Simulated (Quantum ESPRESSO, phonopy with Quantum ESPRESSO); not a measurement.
# NaF (Fm-3m): phonons against volume, part 6 of 8

Which modes of NaF drive its thermal expansion?

Measurements to reproduce:
- volume expansion coefficient 95.1 1e-6/K and heat capacity C_P per formula unit 46.9 J/mol/K near room temperature (given in “High-Throughput Prediction of Finite-Temperature Properties using the Quasi-Harmonic Approximation”, 2016, arXiv:1603.06924)
- volume expansion coefficient 102.6 1e-6/K near room temperature (given in “Descriptors for thermal expansion in solids”, 2017, arXiv:1701.03966)

Quantum ESPRESSO 7.5; DFT PBE+D3(BJ), scalar-relativistic, plane waves, GBRV ultrasoft pseudopotentials.

So far. Step 6 (Zone-centre response): The Born charges sum to zero within 0.0032 e; the rest is removed before use. Acoustic frequencies in this log differ from zero by the error of the sum rule, which ph.x does not impose. Step 7 (A displaced supercell): At this level the gap is 6.26 eV on the k-mesh of the self-consistent run, which can miss the band edges.

## Step 9: Phonons, V/V0 1

This step: DFT PBE+D3(BJ), scalar-relativistic, plane waves, GBRV ultrasoft pseudopotentials (phonopy with Quantum ESPRESSO 4.10.0 / 7.5).

It took 40 s on 8 threads of Arm Neoverse V1, shared host; 5.3 min of CPU time.

This step gave:

```yaml
point_group: m-3m
highest_frequency: 409.4 cm⁻¹
debye_temperature_from_the_second_moment: 437 K
lowest_frequency_on_the_path: 0 cm⁻¹
zero_point_energy: 0.08409 eV/cell
gamma_frequencies: 0, 0, 0, 252.9, 252.9, 252.9 cm⁻¹ (negative: imaginary)
```

Phonopy, LO-TO term from ph.x's tensors. The phonon branches at the labelled points (cm⁻¹):

```csv
point,branch 1,branch 2,branch 3,branch 4,branch 5,branch 6
Γ,0,0,0,253,253,409
X,139,139,255,270,270,296
U,153,213,228,250,272,288
jump to K,153,213,228,250,272,288
Γ,0,0,0,253,253,409
L,181,181,205,205,302,312
W,204,204,210,233,283,283
X,139,139,255,270,270,296
```

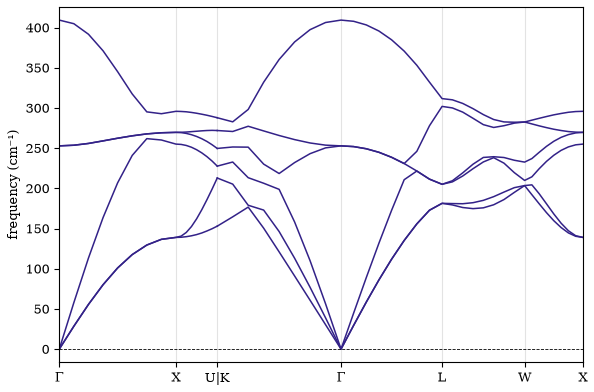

Phonon branches along the path.

Harmonic. Thermo, by row:

```csv
T (K),F_vib (meV/atom),S (J/mol-atom/K),C_V (J/mol-atom/K)
0,42.05,0,0
50,41.93,0.939,2.912
100,40.35,5.629,11.47
150,35.92,11.44,17
200,28.58,16.78,19.92
250,18.66,21.41,21.53
300,6.49,25.43,22.49
350,-7.62,28.95,23.11
400,-23.44,32.06,23.52
450,-40.79,34.85,23.8
500,-59.51,37.37,24.02
550,-79.48,39.67,24.17
600,-100.6,41.77,24.29
650,-122.8,43.72,24.39
700,-145.9,45.53,24.46
750,-169.9,47.22,24.52
800,-194.8,48.81,24.57
850,-220.5,50.3,24.61
900,-246.9,51.71,24.65
950,-274.1,53.04,24.68
1000,-301.9,54.31,24.7
```

The modes has structure finer than the step of the table below, so its rows give means over 25 cm⁻¹, whole bins alone (the curve runs from -10 to 431 cm⁻¹). Peaks (cm⁻¹: height): F 150.8: 0.00927, 214.6: 0.0216, 272.8: 0.0252, 289.4: 0.0220; Na 178.5: 0.0231, 258.9: 0.0240.

Phonopy on the run's constants, 21x21x21 mesh, Gaussian sigma 3.1 cm⁻¹. Table of modes by wavenumber; means over each step; values in 1/cm⁻¹/cell:

```csv
wavenumber (cm⁻¹),F,Na
25,1.3e-4,1.6e-4
50,5.5e-4,6.7e-4
75,0.00123,0.00155
100,0.00252,0.00328
125,0.00494,0.00697
150,0.00847,0.0140
175,0.00738,0.0204
200,0.00945,0.0110
225,0.0199,0.0131
250,0.0217,0.0204
275,0.0210,0.0166
300,0.0116,0.00388
325,0.00476,0.00292
350,0.00318,0.00239
375,0.00218,0.00175
400,9.8e-4,8.1e-4
```

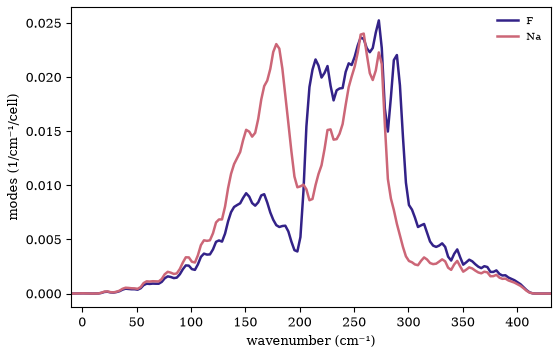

Modes, plotted against wavenumber.

No LO-TO term. The modes at Γ (shares of kinetic energy by element, %):

```csv
mode,frequency (cm⁻¹),symmetry,Na %,F %
1,0.0,T1u,55,45
2,0.0,T1u,55,45
3,0.0,T1u,55,45
4,252.9,T1u,45,55
5,252.9,T1u,45,55
6,252.9,T1u,45,55
```

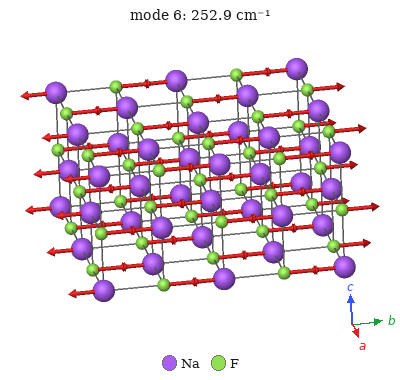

Displacement patterns of mode 6 at Γ; arrows are exaggerated. 2×2×1 conventional cells are drawn. Some periodic images of atoms are drawn too.

No mode is imaginary beyond numerical noise along the path.

The time given is that of the 2 pw.x runs on displaced cells behind this step.

## Step 10: Self-consistent run, V/V0 1.015

A tight ground state at this cell gives the energy of this member; its pressure is the stress at this cutoff, which can carry an offset from the finite basis.

This step: DFT PBE+D3(BJ), scalar-relativistic, plane waves, GBRV ultrasoft pseudopotentials (Quantum ESPRESSO 7.5).

System of this step: NaF. Symmetry: Fm-3m, No. 225, cubic system. Conventional cell: a = 4.667 Å, b = 4.667 Å, c = 4.667 Å, α = 90.00°, β = 90.00°, γ = 90.00°. Nearest to Na lie 6 F at 2.33 Å. F has 6 Na at 2.33 Å nearest. Farther neighbours and most contacts between anions are not listed.

The input, scf.in:

```
&CONTROL
  calculation = 'scf'
  prefix      = 'x'
  outdir      = './tmp'
  pseudo_dir  = './pseudo'
  tprnfor     = .true.
  tstress     = .true.
/
&SYSTEM
  ibrav           = 0
  nat             = 2
  ntyp            = 2
  ecutwfc         = 45.0
  ecutrho         = 270.0
  occupations     = 'fixed'
  nbnd            = 10
  vdw_corr        = 'grimme-d3'
  dftd3_version   = 4
  dftd3_threebody = .false.
/
&ELECTRONS
  conv_thr         = 1.0d-12
  mixing_beta      = 0.7
  electron_maxstep = 100
/
ATOMIC_SPECIES
 Na     22.9898  Na.upf
 F      18.9984  F.upf
CELL_PARAMETERS angstrom
     0.000000000    2.333459536    2.333459536
     2.333459536    0.000000000    2.333459536
     2.333459536    2.333459536    0.000000000
ATOMIC_POSITIONS crystal
 Na     0.000000000   0.000000000   0.000000000
 F      0.500000000   0.500000000   0.500000000
K_POINTS automatic
 8 8 8 0 0 0
```

On the command line:

```
$ OMP_NUM_THREADS=1 mpirun -n 8 pw.x -nk 8 -in scf.in > scf.out
```

The log of the run:

```text
[banner, memory and clock lines left out]
Program PWSCF v.7.5

     Message from routine setup:
     using ibrav=0 with symmetry is DISCOURAGED, use correct ibrav instead

     G-vector sticks info

     bravais-lattice index     =            0
     lattice parameter (alat)  =       6.2361  a.u.
     unit-cell volume          =     171.4855 (a.u.)^3
     number of atoms/cell      =            2
     number of atomic types    =            2
     number of electrons       =        16.00
[...]
atom    2 type  2   force =     0.00000000    0.00000000    0.00000000

     Total force =     0.000000     Total SCF correction =     0.000000

     Computing stress (Cartesian axis) and pressure

          total   stress  (Ry/bohr**3)                   (kbar)     P=       -7.23
  -0.00004916  -0.00000000   0.00000000           -7.23       -0.00        0.00
  -0.00000000  -0.00004916   0.00000000           -0.00       -7.23        0.00
   0.00000000   0.00000000  -0.00004916            0.00        0.00       -7.23

     XML data file, charge density, pseudopotentials, collected wavefunctions
[key lines of the parts left out:]
!    total energy              =    -144.22724824 Ry
convergence has been achieved in  11 iterations
```

Elapsed: 1.9 s, on 8 MPI ranks.

At this level the gap is 6.18 eV on the k-mesh of the self-consistent run, which can miss the band edges.

## Step 11: Ph1.015 field d3hess

The input, d3hess.in:

```
&INPUT
  prefix = 'x'
  outdir = './tmp'
  step   = 0.001
/
```

On the command line:

```
$ d3hess.x -in d3hess.in > d3hess.out
```

The log of the run:

```text
[banner, memory and clock lines left out]
Program d3hess v.7.5

     ./tmp/x.save/

     IMPORTANT: XC functional enforced from input :
     Exchange-correlation= PBE
                           (   1   4   3   4   0   0   0)
     Any further DFT definition will be discarded
     Please, verify this is what you really want

     G-vector sticks info

     Differentiation step:           0.001000000000
     DFT-D3 version:    4
     DFT-D3 threebody: F
     Using a general (and memory consuming) algorithm for any q

 |G(force)| =   3.3476501112347547E-003  supercell gradient
[...]
|H(unit cell)| =   1.0683041505783223E-007
     Displacement step:    2   3  -1

 |G(force)| =   3.3476889917097687E-003  supercell gradient
 |G(force)| =   5.3415412236932901E-008  supercell gradient for atoms in the unit cell
 |G(force)| =   5.3415412236932901E-008  unit cell gradient
     Displacement step:    2   3   1

 |G(force)| =   3.3477638706390441E-003  supercell gradient
 |G(force)| =   6.0102125507171480E-008  supercell gradient for atoms in the unit cell
 |G(force)| =   6.0102125507171480E-008  unit cell gradient
 |H(unit cell)| =   1.0683041505716031E-007

     Writing Hessian on file: ./tmp/x.hess

Note: The following floating-point exceptions are signalling: IEEE_UNDERFLOW_FLAG
```

Wall time 1.9 s (1 thread).

## Step 12: Born charges and dielectric tensor

In a polar crystal the Born charges and ε∞ give the long-range dipole term that a finite supercell misses. They are those of this k-mesh and were not tested on a denser one; where the gap is small they converge slowly, and the LO modes with them.

The input, ph.in:

```
phonons
&INPUTPH
  prefix = 'x'
  outdir = './tmp'
  fildyn = 'x.dyn'
  tr2_ph = 1.0d-18
  epsil  = .true.
/
0.000000000 0.000000000 0.000000000
```

scf.in is that of step 10.

On the command line:

```
$ OMP_NUM_THREADS=1 mpirun -n 8 ph.x -nk 8 -in ph.in > ph.out
```

The log of the run:

```text
[banner, memory and clock lines left out]
Program PHONON v.7.5

     ./tmp/x.save/

     IMPORTANT: XC functional enforced from input :
     Exchange-correlation= PBE
                           (   1   4   3   4   0   0   0)
     Any further DFT definition will be discarded
     Please, verify this is what you really want

     G-vector sticks info

     Reading collected, re-writing distributed wavefunctions in ./tmp/

     Number and degeneracy of irreps per q-point
       N         xq(1)         xq(2)         xq(3)   N irreps
[...]
freq (    1) =       0.193582 [THz] =       6.457201 [cm-1]
     freq (    2) =       0.193582 [THz] =       6.457201 [cm-1]
     freq (    3) =       0.193582 [THz] =       6.457201 [cm-1]
     freq (    4) =       7.316963 [THz] =     244.067607 [cm-1]
     freq (    5) =       7.316963 [THz] =     244.067607 [cm-1]
     freq (    6) =       7.316963 [THz] =     244.067607 [cm-1]
 **************************************************************************

     Mode symmetry, O_h (m-3m)  point group:

     freq (   1-   3) =          6.5  [cm-1]   --> T_1u G_15  G_4- I
     freq (   4-   6) =        244.1  [cm-1]   --> T_1u G_15  G_4- I
```

The job ended after 20 s (8 MPI ranks).

The Born charges sum to zero within 0.0032 e; the rest is removed before use. Acoustic frequencies in this log differ from zero by the error of the sum rule, which ph.x does not impose.

## Step 13: Forces on a displaced cell

One atom (for the harmonic constants) or a pair of atoms (for the cubic ones) is moved by a few hundredths of an ångström; the forces on all atoms give a column of force constants. The threshold is tight because the forces are small.

System of this step: NaF. The structure is orthorhombic, space group Imm2 (No. 44). Conventional cell: a = 6.600 Å, b = 9.334 Å, c = 6.600 Å, α = 90.00°, β = 90.00°, γ = 90.00°. Nearest to Na lie 6 F at 2.32 to 2.35 Å. Nearest to Na lie 6 F at 2.33 Å. Na has 6 F at 2.33 Å nearest. Nearest to F lie 6 Na at 2.33 Å. Farther neighbours and most contacts between anions are not listed.

The input, disp-00001.in:

```
&CONTROL
  calculation = 'scf'
  prefix      = 'x'
  outdir      = './tmp'
  pseudo_dir  = './pseudo'
  tprnfor     = .true.
  disk_io     = 'none'
/
&SYSTEM
  ibrav           = 0
  nat             = 16
  ntyp            = 2
  ecutwfc         = 45.0
  ecutrho         = 270.0
  occupations     = 'fixed'
  nbnd            = 66
  vdw_corr        = 'grimme-d3'
  dftd3_version   = 4
  dftd3_threebody = .false.
/
&ELECTRONS
  conv_thr         = 1.0d-11
  mixing_beta      = 0.7
  electron_maxstep = 100
/
ATOMIC_SPECIES
 Na     22.9898  Na.upf
 F      18.9984  F.upf
CELL_PARAMETERS angstrom
     0.000000000    4.666919072    4.666919072
     4.666919072    0.000000000    4.666919072
     4.666919072    4.666919072    0.000000000
ATOMIC_POSITIONS crystal
 Na     0.003030294   0.000000000   0.000000000
 Na     0.500000000   0.000000000   0.000000000
 Na     0.000000000   0.500000000   0.000000000
 Na     0.500000000   0.500000000   0.000000000
 Na     0.000000000   0.000000000   0.500000000
 Na     0.500000000   0.000000000   0.500000000
 Na     0.000000000   0.500000000   0.500000000
 Na     0.500000000   0.500000000   0.500000000
 F      0.250000000   0.250000000   0.250000000
 F      0.750000000   0.250000000   0.250000000
 F      0.250000000   0.750000000   0.250000000
 F      0.750000000   0.750000000   0.250000000
 F      0.250000000   0.250000000   0.750000000
 F      0.750000000   0.250000000   0.750000000
 F      0.250000000   0.750000000   0.750000000
 F      0.750000000   0.750000000   0.750000000
K_POINTS automatic
 3 3 3 0 0 0
```

On the command line:

```
$ OMP_NUM_THREADS=1 mpirun -n 4 pw.x -nk 4 -in disp-00001.in > disp-00001.out
```

The log of the run:

```text
[banner, memory and clock lines left out]
Program PWSCF v.7.5

     Message from routine setup:
     using ibrav=0 with symmetry is DISCOURAGED, use correct ibrav instead

     G-vector sticks info

     bravais-lattice index     =            0
     lattice parameter (alat)  =      12.4722  a.u.
     unit-cell volume          =    1371.8840 (a.u.)^3
     number of atoms/cell      =           16
     number of atomic types    =            2
     number of electrons       =       128.00
[...]
atom    1 type  1   force =     0.00000000   -0.00214643   -0.00214643
     atom    2 type  1   force =     0.00000000    0.00066929    0.00066929
     atom    3 type  1   force =     0.00044515   -0.00009164    0.00022399
[...]
atom   15 type  2   force =     0.00000282    0.00012918    0.00012918
     atom   16 type  2   force =     0.00000220   -0.00006532   -0.00006532

     Total force =     0.003494     Total SCF correction =     0.000001
     Message from routine punch:
     Nothing written, as per user request (disk_io='none')
[key lines of the parts left out:]
!    total energy              =   -1153.81792480 Ry
convergence has been achieved in  12 iterations
```

Wall time 35 s (4 MPI ranks); 2.3 min of CPU time.

## Step 14: Lattice dynamics at this volume, V/V0 1.015

This step: DFT PBE+D3(BJ), scalar-relativistic, plane waves, GBRV ultrasoft pseudopotentials (phonopy with Quantum ESPRESSO 4.10.0 / 7.5).

Wall time 40 s (8 threads); 4.9 min of CPU time.

Phonopy, LO-TO term from ph.x's tensors. Phonon branches along the path, in cm⁻¹:

```csv
point,branch 1,branch 2,branch 3,branch 4,branch 5,branch 6
Γ,0,0,0,244,244,403
X,139,139,253,260,260,288
U,151,211,227,241,264,279
jump to K,151,211,227,241,264,279
Γ,0,0,0,244,244,403
L,176,176,199,199,297,306
W,203,203,204,227,273,273
X,139,139,253,260,260,288
```

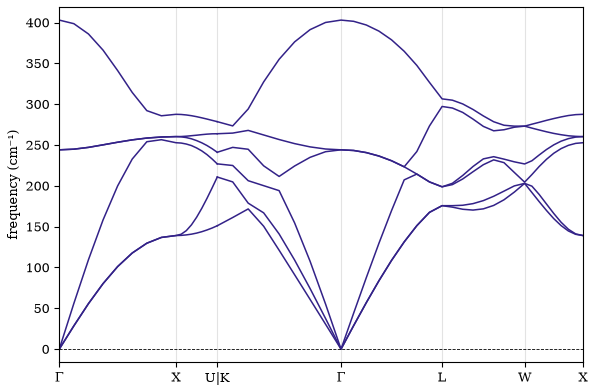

Phonon branches along the path.

No mode is imaginary beyond numerical noise along the path. The highest zone-centre mode (no LO–TO term) moved by -3.5 % for a volume change of +1.5 %.

The time given is that of the 2 pw.x runs on displaced cells behind this step.

## Step 15: Ground state at this cell, V/V0 0.985

A tight ground state at this cell gives the energy of this member; its pressure is the stress at this cutoff, which can carry an offset from the finite basis.

This step: DFT PBE+D3(BJ), scalar-relativistic, plane waves, GBRV ultrasoft pseudopotentials (Quantum ESPRESSO 7.5).

System of this step: NaF. The structure is cubic, space group Fm-3m (No. 225). The conventional cell has a = 4.620 Å, b = 4.620 Å, c = 4.620 Å, α = 90.00°, β = 90.00°, γ = 90.00°. Na has 6 F at 2.31 Å nearest. Nearest to F lie 6 Na at 2.31 Å. Farther neighbours and most contacts between anions are not listed.

scf.in: that of step 12 with these lines changed.

```diff
@@ -29,5 +29,5 @@
 CELL_PARAMETERS angstrom
-     0.000000000    2.333459536    2.333459536
-     2.333459536    0.000000000    2.333459536
-     2.333459536    2.333459536    0.000000000
+     0.000000000    2.310239493    2.310239493
+     2.310239493    0.000000000    2.310239493
+     2.310239493    2.310239493    0.000000000
 ATOMIC_POSITIONS crystal
```

On the command line:

```
$ OMP_NUM_THREADS=1 mpirun -n 8 pw.x -nk 8 -in scf.in > scf.out
```

The log of the run:

```text
[banner, memory and clock lines left out]
Program PWSCF v.7.5

     Message from routine setup:
     using ibrav=0 with symmetry is DISCOURAGED, use correct ibrav instead

     G-vector sticks info

     bravais-lattice index     =            0
     lattice parameter (alat)  =       6.1741  a.u.
     unit-cell volume          =     166.4170 (a.u.)^3
     number of atoms/cell      =            2
     number of atomic types    =            2
     number of electrons       =        16.00
[...]
atom    2 type  2   force =    -0.00000000    0.00000000    0.00000000

     Total force =     0.000000     Total SCF correction =     0.000000

     Computing stress (Cartesian axis) and pressure

          total   stress  (Ry/bohr**3)                   (kbar)     P=        7.93
   0.00005391  -0.00000000  -0.00000000            7.93       -0.00       -0.00
  -0.00000000   0.00005391   0.00000000           -0.00        7.93        0.00
  -0.00000000  -0.00000000   0.00005391           -0.00       -0.00        7.93

     XML data file, charge density, pseudopotentials, collected wavefunctions
[key lines of the parts left out:]
!    total energy              =    -144.22722041 Ry
convergence has been achieved in  10 iterations
```

Run time: 1.8 s. Hardware: 8 MPI ranks.

The run ends at a pressure of 0.79 GPa.

## Step 16: Ph0.985 field d3hess

d3hess.in is that of step 11.

On the command line:

```
$ d3hess.x -in d3hess.in > d3hess.out
```

The log of the run:

```text
[banner, memory and clock lines left out]
Program d3hess v.7.5

     ./tmp/x.save/

     IMPORTANT: XC functional enforced from input :
     Exchange-correlation= PBE
                           (   1   4   3   4   0   0   0)
     Any further DFT definition will be discarded
     Please, verify this is what you really want

     G-vector sticks info

     Differentiation step:           0.001000000000
     DFT-D3 version:    4
     DFT-D3 threebody: F
     Using a general (and memory consuming) algorithm for any q

 |G(force)| =   3.4735852131224884E-003  supercell gradient
[...]
|H(unit cell)| =   1.0315988508083160E-007
     Displacement step:    2   3  -1

 |G(force)| =   3.4736194916188102E-003  supercell gradient
 |G(force)| =   5.1580422551080917E-008  supercell gradient for atoms in the unit cell
 |G(force)| =   5.1580422551080917E-008  unit cell gradient
     Displacement step:    2   3   1

 |G(force)| =   3.4737001657622764E-003  supercell gradient
 |G(force)| =   5.7082851729409913E-008  supercell gradient for atoms in the unit cell
 |G(force)| =   5.7082851729409913E-008  unit cell gradient
 |H(unit cell)| =   1.0315988507995770E-007

     Writing Hessian on file: ./tmp/x.hess

Note: The following floating-point exceptions are signalling: IEEE_UNDERFLOW_FLAG
```

The job ended after 1.9 s (1 thread).

## Step 17: Born charges and dielectric tensor

In a polar crystal the Born charges and ε∞ give the long-range dipole term that a finite supercell misses. They are those of this k-mesh and were not tested on a denser one; where the gap is small they converge slowly, and the LO modes with them.

ph.in is that of step 12.

scf.in is that of step 15.

On the command line:

```
$ OMP_NUM_THREADS=1 mpirun -n 8 ph.x -nk 8 -in ph.in > ph.out
```

The log of the run:

```text
[banner, memory and clock lines left out]
Program PHONON v.7.5

     ./tmp/x.save/

     IMPORTANT: XC functional enforced from input :
     Exchange-correlation= PBE
                           (   1   4   3   4   0   0   0)
     Any further DFT definition will be discarded
     Please, verify this is what you really want

     G-vector sticks info

     Reading collected, re-writing distributed wavefunctions in ./tmp/

     Number and degeneracy of irreps per q-point
       N         xq(1)         xq(2)         xq(3)   N irreps
[...]
freq (    1) =       0.217509 [THz] =       7.255334 [cm-1]
     freq (    2) =       0.217509 [THz] =       7.255334 [cm-1]
     freq (    3) =       0.217509 [THz] =       7.255334 [cm-1]
     freq (    4) =       7.846052 [THz] =     261.716115 [cm-1]
     freq (    5) =       7.846052 [THz] =     261.716115 [cm-1]
     freq (    6) =       7.846052 [THz] =     261.716115 [cm-1]
 **************************************************************************

     Mode symmetry, O_h (m-3m)  point group:

     freq (   1-   3) =          7.3  [cm-1]   --> T_1u G_15  G_4- I
     freq (   4-   6) =        261.7  [cm-1]   --> T_1u G_15  G_4- I
```

It took 20 s on 8 MPI ranks; 2.6 min of CPU time.

The Born charges sum to zero within 0.0032 e; the rest is removed before use. Acoustic frequencies in this log differ from zero by the error of the sum rule, which ph.x does not impose.

(Part 6 of 8 ends here.)

[Logs are printed without paths, hosts, clocks, repeated set-up lines and the standing remarks that a program may print on its own settings, such as how far it seeks lower states.]

[Hosts, paths, dates, database ids (printed as entryN), source tags and the programs' standing remarks are cut or masked in the printed files.]

[A step with changed settings may run another functional than the one named; its input shows which.]

[Of the runs on displaced cells, only some may be shown.]
